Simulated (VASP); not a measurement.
Band structure of LiF (rock salt). Method: PBE0 hybrid, VASP's PBE PAW potentials (set 64) (plane waves; VASP).

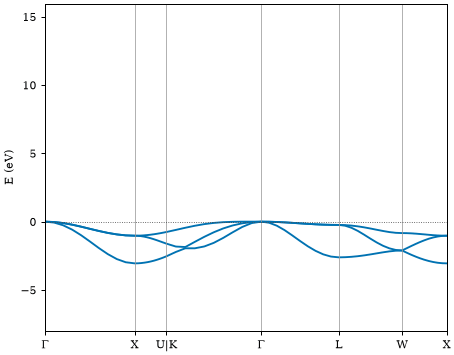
Fig. 1. Bands along high-symmetry lines, zero at the valence-band maximum or, without a gap, the Fermi level

Q: Read the plot: is there a gap, and where are the band edges?

A: The gap is direct, 11.95 eV, from the valence maximum at Γ to the conduction minimum at Γ.

Measured: gap 15.35 eV (computed value off by -3.40 eV), as given by Wei Chen et al., Physical Review Materials (2018), doi:10.1103/physrevmaterials.2.073803 [zero-point renormalisation of 1.15 eV added back (the table's ZPR column)].

The compound is LiF in the rock salt structure. It was relaxed first. The cell's shape comes from a PBE relaxation.
